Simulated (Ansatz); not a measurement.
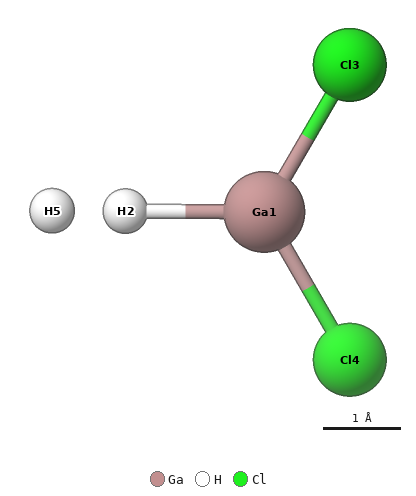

Figure 1. The input geometry (ball-and-stick view, seen on its broad side; atoms are numbered from 1 in the order of the input). Sticks mark near contacts.

GaH$_{2}$Cl$_{2}$: geometry relaxation

System: GaH$_{2}$Cl$_{2}$, multiplicity 2.
Method: UKS PBE/def2-SVP (Ansatz 0.2.0).

The input holds or restrains some coordinates. It belongs to a series of runs on one base structure; here: pulled along the bonds that form and break, towards end A. Figures and captions count atoms from 1; the log counts them from 0 in places.

Input file:
```yaml
crystal:
  periodic: [false, false, false]
  atoms:
    - { symbol: Ga, position_ang: [0.0, 0.0, 0.0] }
    - { symbol: H, position_ang: [0.0, 0.0, 1.82] }
    - { symbol: Cl, position_ang: [1.9398, 0.0, -1.12] }
    - { symbol: Cl, position_ang: [-1.9398, 0.0, -1.12] }
    - { symbol: H, position_ang: [0.0, 0.0, 2.78] }
magnetization:
  spin_polarized: true
  initial_magnetization: 1
basis:
  gaussian: { orbitals: def2-SVP }
hamiltonian:
  xc: pbe
relax:
  f_tol: 0.15
  max_steps: 25
  restrain:
    - { distance: [1, 4], at: 1.86, k: 30.0 }
    - { distance: [0, 1], at: 1.57, k: 30.0 }
output:
  orbitals: {}
```

Launched with:
```bash
ansatz run input.yaml --threads 2 --pin off --max-ram 3072MiB --backend cpu --events-out ev --progress --plain --runs-dir out
```

Log:
```
The last accepted step is kept in [file] (removed where the run ends without a failure and the disk answers)
Engine: ansatz 0.2.0, aarch64-unknown-linux-gnu
Functional definition: PBE
  parameter kappa = 0.804
  parameter beta = 0.06672455060314922
  exchange = pbe_x(kappa = kappa, mu = beta*pi^2/3)
  correlation = pbe_c(beta = beta)
861 factors; their error is unknown
mean field evaluation 1: about -77422.1200 eV, gradient 2.3e1 eV
mean field evaluation 2: about -77417.3895 eV, gradient 4.1e1 eV
mean field evaluation 4: about -77423.8610 eV, gradient 1.6e0 eV
mean field evaluation 8: about -77423.8277 eV, gradient 4.5e-2 eV
mean field -77423.82771770 eV, -2845.2731888703 hartree, gradient 6.9e-5 eV, S^2 0.754260; 0 other end points of the search recorded, 0 dependent functions left out
the calculation of the forces begins
reference -77423.82775355 eV, -2845.2731901876 hartree; 34, 33 occupied and 44, 45 virtual orbitals, 861 factors
relax step   1: F+E_penalty+E_count = -77423.82771770 eV  Δ(F+E_penalty+E_count) = +0.000e0 eV  max|allowed force component| = 2.302e0 eV/Å  E_restraint = 13.08750000 eV  max|allowed force component, restraints' pulls added| = 3.220e1 eV/Å  Δτ_max = 0.0000 Å  (28 SCF iters, accepted)
  distance H 1 - H 4 = 0.9600 Å
  distance Ga 0 - H 1 = 1.8200 Å
these checks for a lower state are left out or cut short: starts, cluster_reference, orbital_swaps, neighbouring_geometries, increment
861 factors; their error is unknown
mean field evaluation 16: about -77422.5942 eV, gradient 6.9e0 eV
mean field -77423.20912681 eV, -2845.2504560743 hartree, gradient 2.1e-5 eV, S^2 0.756389; 0 other end points of the search recorded, 0 dependent functions left out
the calculation of the forces begins
reference -77423.20916527 eV, -2845.2504574877 hartree; 34, 33 occupied and 44, 45 virtual orbitals, 861 factors
relax step   2: F+E_penalty+E_count = -77423.20912681 eV  Δ(F+E_penalty+E_count) = +6.186e-1 eV  max|allowed force component| = 1.011e0 eV/Å  E_restraint = 3.81997693 eV  max|allowed force component, restraints' pulls added| = 1.574e1 eV/Å  Δτ_max = 0.1995 Å  (34 SCF iters, accepted)
  distance H 1 - H 4 = 1.3586 Å
  distance Ga 0 - H 1 = 1.6270 Å
these checks for a lower state are left out or cut short: starts, cluster_reference, orbital_swaps, neighbouring_geometries, increment
861 factors; their error is unknown
mean field -77423.09677270 eV, -2845.2463271368 hartree, gradient 2.6e-5 eV, S^2 0.751850; 0 other end points of the search recorded, 0 dependent functions left out
the calculation of the forces begins
reference -77423.09681197 eV, -2845.2463285800 hartree; 34, 33 occupied and 44, 45 virtual orbitals, 861 factors
relax step   3: F+E_penalty+E_count = -77423.09677270 eV  Δ(F+E_penalty+E_count) = +1.124e-1 eV  max|allowed force component| = 9.799e-1 eV/Å  E_restraint = 0.36306495 eV  max|allowed force component, restraints' pulls added| = 4.422e0 eV/Å  Δτ_max = 0.1991 Å  (30 SCF iters, accepted)
  distance H 1 - H 4 = 1.7108 Å
  distance Ga 0 - H 1 = 1.5260 Å
these checks for a lower state are left out or cut short: starts, cluster_reference, orbital_swaps, neighbouring_geometries, increment
861 factors; their error is unknown
mean field evaluation 32: about -77423.1453 eV, gradient 3.8e0 eV
mean field -77423.14517394 eV, -2845.2481058496 hartree, gradient 2.3e-5 eV, S^2 0.751132; 0 other end points of the search recorded, 0 dependent functions left out
the calculation of the forces begins
reference -77423.14521384 eV, -2845.2481073161 hartree; 34, 33 occupied and 44, 45 virtual orbitals, 861 factors
relax step   4: F+E_penalty+E_count = -77423.14517394 eV  Δ(F+E_penalty+E_count) = -4.840e-2 eV  max|allowed force component| = 8.135e-2 eV/Å  E_restraint = 0.00036387 eV  max|allowed force component, restraints' pulls added| = 2.169e-1 eV/Å  Δτ_max = 0.1812 Å  (30 SCF iters, accepted)
  distance H 1 - H 4 = 1.8649 Å
  distance Ga 0 - H 1 = 1.5704 Å
these checks for a lower state are left out or cut short: starts, cluster_reference, orbital_swaps, neighbouring_geometries, increment
861 factors; their error is unknown
mean field -77423.14603567 eV, -2845.2481375176 hartree, gradient 1.8e-5 eV, S^2 0.751153; 0 other end points of the search recorded, 0 dependent functions left out
the calculation of the forces begins
reference -77423.14607552 eV, -2845.2481389822 hartree; 34, 33 occupied and 44, 45 virtual orbitals, 861 factors
relax step   5: F+E_penalty+E_count = -77423.14603567 eV  Δ(F+E_penalty+E_count) = -8.617e-4 eV  max|allowed force component| = 6.458e-2 eV/Å  E_restraint = 0.00004613 eV  max|allowed force component, restraints' pulls added| = 1.675e-2 eV/Å  Δτ_max = 0.0135 Å  (28 SCF iters, accepted)
  distance H 1 - H 4 = 1.8592 Å
  distance Ga 0 - H 1 = 1.5716 Å
```

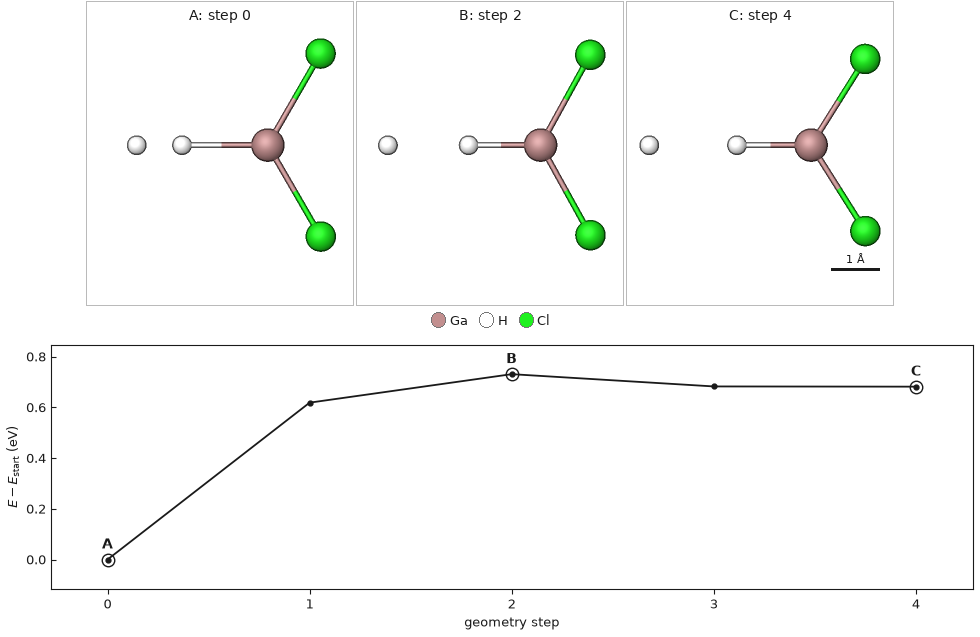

Figure 2. Frames of the restrained relaxation (ball-and-stick view, seen at a tilt) above the curves, on which the letters mark them (the first geometry is step 0 here and step 1 in the log).

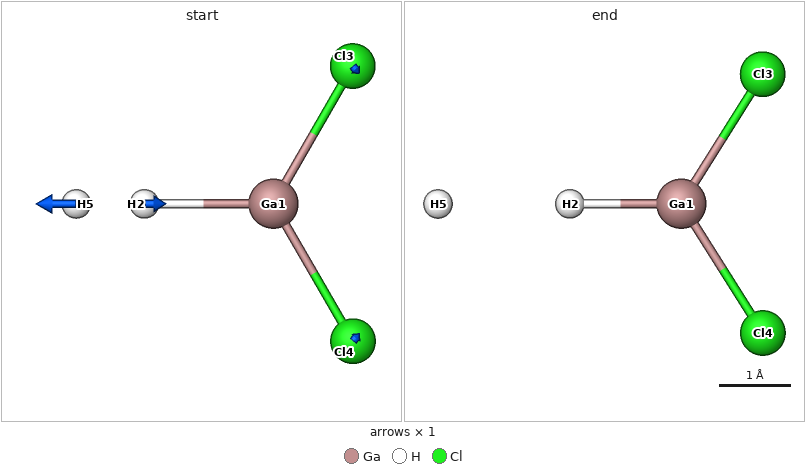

Figure 3. Before (left) and after (right) the restrained relaxation, at one scale (ball-and-stick view, seen at a tilt). The blue arrows give the displacements, at true length. The atom that moves furthest after the best rigid fit is H5 (0.58 Å). By element the largest moves are H 0.58 Å, Cl 0.15 Å, Ga 0.07 Å. Among the contacts that change: Ga1–H2 1.820 → 1.572 Å, Ga1–Cl3 2.240 → 2.156 Å. Among the angles that change: Cl3–Ga1–Cl4 120.0° → 115.6°, H2–Ga1–Cl3 120.0° → 122.2°. The energy rises by 0.682 eV in 4 geometry steps. Largest force component: 2.3 eV/Å at the start, 0.065 eV/Å at the end. (Atoms are counted from 1 in the order of the input.)

```
861 factors; their error is unknown
mean field -77423.14603567 eV, -2845.2481375176 hartree, gradient 1.8e-5 eV, S^2 0.751153; 1 other end points of the search recorded, 0 dependent functions left out
the calculation of the forces begins
reference -77423.14607552 eV, -2845.2481389822 hartree; 34, 33 occupied and 44, 45 virtual orbitals, 861 factors
Total energy: -77423.14607552 eV, -2845.2481389822 hartree
Atom 0 at     0.000000     0.000000    -0.069034 Å, force    -0.000000    -0.000000    -0.030584 eV/Å
Atom 1 at    -0.000000    -0.000000     1.502544 Å, force     0.000000     0.000000     0.064581 eV/Å
Atom 2 at     1.824408     0.000000    -1.217644 Å, force    -0.001788     0.000000    -0.003561 eV/Å
Atom 3 at    -1.824408     0.000000    -1.217644 Å, force     0.001788    -0.000000    -0.003561 eV/Å
Atom 4 at     0.000000     0.000000     3.361778 Å, force    -0.000000    -0.000000    -0.026875 eV/Å
Dipole moment:    -0.000000     0.000000     0.332779 e Å
```

Trajectory as extended XYZ (Å, eV, eV/Å), 5 frames, from step=1 to step=5:
```
5
Properties=species:S:1:pos:R:3:forces:R:3 step=1 energy=-77423.82772
Ga    0.0000    0.0000    0.0000    0.0000   0.0000  -1.2226
H     0.0000    0.0000    1.8200    0.0000   0.0000   2.3017
Cl    1.9398    0.0000   -1.1200   -0.4914   0.0000   0.2605
Cl   -1.9398    0.0000   -1.1200    0.4914   0.0000   0.2605
H     0.0000    0.0000    2.7800    0.0000   0.0000  -1.6002
5
Properties=species:S:1:pos:R:3:forces:R:3 step=2 energy=-77423.20913
Ga    0.0000    0.0000   -0.0065    0.0000   0.0000  -0.9584
H     0.0000    0.0000    1.6205    0.0000   0.0000   1.0108
Cl    1.9326    0.0000   -1.1165   -0.7722   0.0000   0.3410
Cl   -1.9326    0.0000   -1.1165    0.7722   0.0000   0.3410
H     0.0000    0.0000    2.9791    0.0000   0.0000  -0.7344
5
Properties=species:S:1:pos:R:3:forces:R:3 step=3 energy=-77423.09677
Ga    0.0000    0.0000   -0.0586    0.0000   0.0000  -0.9799
H     0.0000    0.0000    1.4674    0.0000   0.0000   0.9446
Cl    1.9119    0.0000   -1.1135   -0.4397   0.0000   0.0454
Cl   -1.9119    0.0000   -1.1135    0.4397   0.0000   0.0454
H     0.0000    0.0000    3.1782    0.0000   0.0000  -0.0554
5
Properties=species:S:1:pos:R:3:forces:R:3 step=4 energy=-77423.14517
Ga    0.0000    0.0000   -0.0760    0.0000   0.0000  -0.0165
H     0.0000    0.0000    1.4944    0.0000   0.0000   0.0814
Cl    1.8347    0.0000   -1.2089   -0.0263   0.0000  -0.0199
Cl   -1.8347    0.0000   -1.2089    0.0263   0.0000  -0.0199
H     0.0000    0.0000    3.3593    0.0000   0.0000  -0.0250
5
Properties=species:S:1:pos:R:3:forces:R:3 step=5 energy=-77423.14604
Ga    0.0000    0.0000   -0.0690    0.0000   0.0000  -0.0306
H     0.0000    0.0000    1.5025    0.0000   0.0000   0.0646
Cl    1.8244    0.0000   -1.2176   -0.0018   0.0000  -0.0036
Cl   -1.8244    0.0000   -1.2176    0.0018   0.0000  -0.0036
H     0.0000    0.0000    3.3618    0.0000   0.0000  -0.0269
```

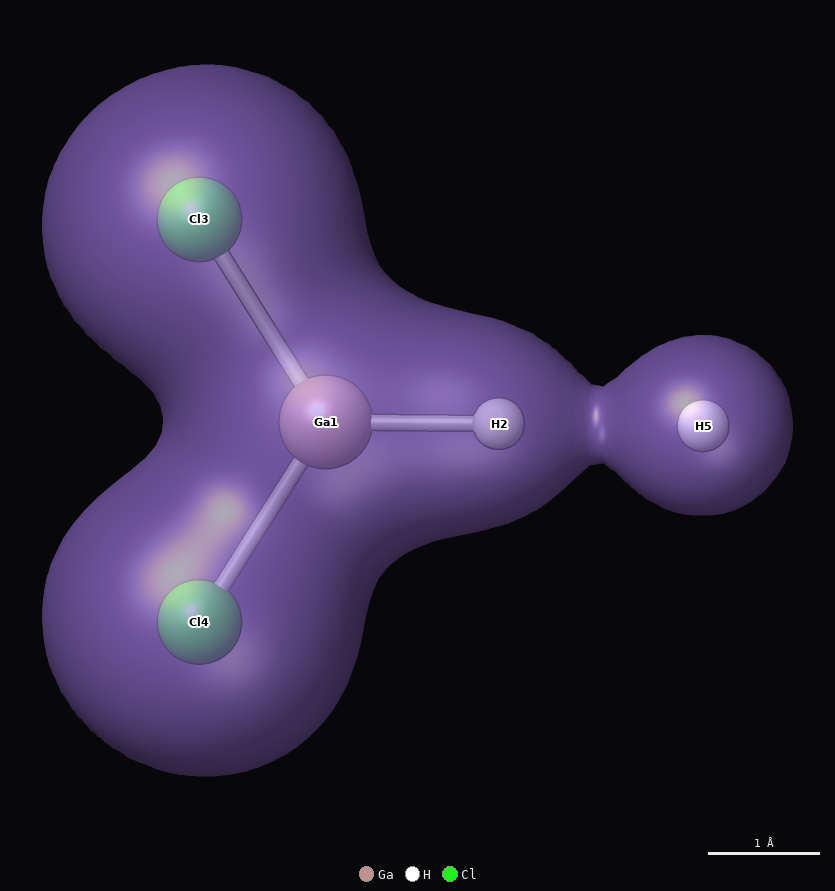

Figure 4. Isosurface of the electron density at 0.1 e/Å³ (purple), seen face on. At this value the surface is in one piece. On the grid the lowest density along these lines, outside the cores, is 0.13 e/Å³ (H···H, 1.86 Å), 0.62 e/Å³ (Ga–Cl, 2.16 Å) and 0.76 e/Å³ (Ga–H, 1.57 Å).

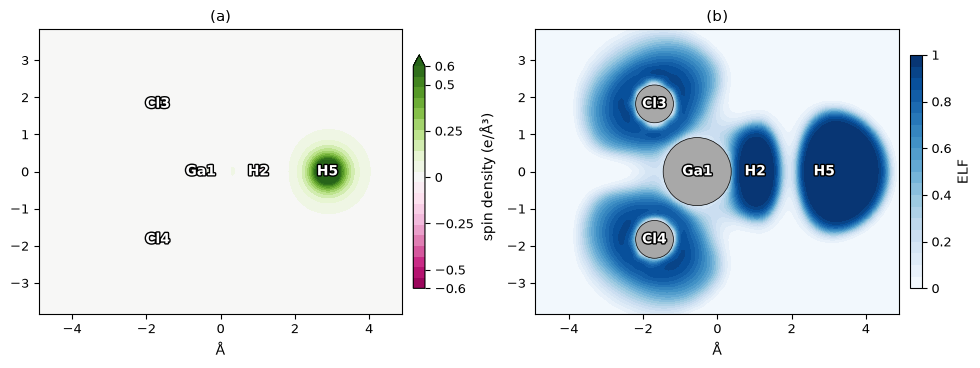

Figure 5. (a) spin density (α minus β); (b) ELF on the molecular plane. Grey discs, where drawn, cover atomic cores. Ga–Cl (2.16 Å): the ELF peaks at about 0.80 in the valence shell of Cl, 0.8 Å from its nucleus, and is about 0.55 at the midpoint. Ga–H (1.57 Å): the ELF climbs to about 1 towards the hydrogen, as it does in any bond to H. The unpaired spin (1 electron) lies mostly on H5 (about 0.9), in electrons by Hirshfeld's partition.

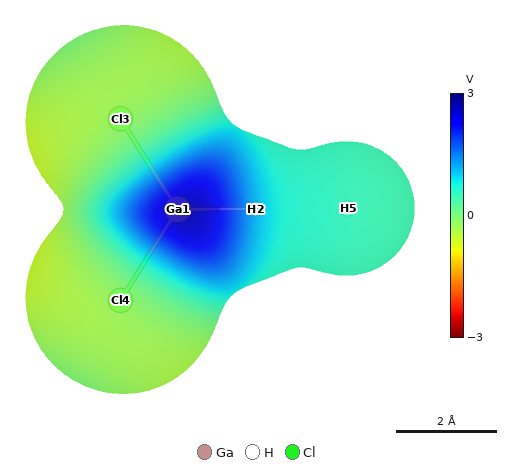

Figure 6. The electrostatic potential painted on the density surface at 0.002 e/bohr³, seen face on; the colour scale runs from red (negative) to blue (positive).

Results in brief:

```json
{"quantity": "outcome", "value": "converged under the restraints of the input"}
{"quantity": "total energy", "value": "−77423.1461 eV"}
{"quantity": "mean-field energy", "value": "−77423.1461 eV"}
{"quantity": "⟨S²⟩", "value": "0.751"}
{"quantity": "largest force (length of the vector) at the end, held atoms and coordinates included", "value": "0.065 eV/Å"}
{"quantity": "hardware", "value": "2 threads of Arm Neoverse V1, 24 GiB of memory available, shared host"}
{"quantity": "wall time", "value": "10 s (CPU time 19 s)"}
{"quantity": "peak memory", "value": "0.16 GiB"}
```
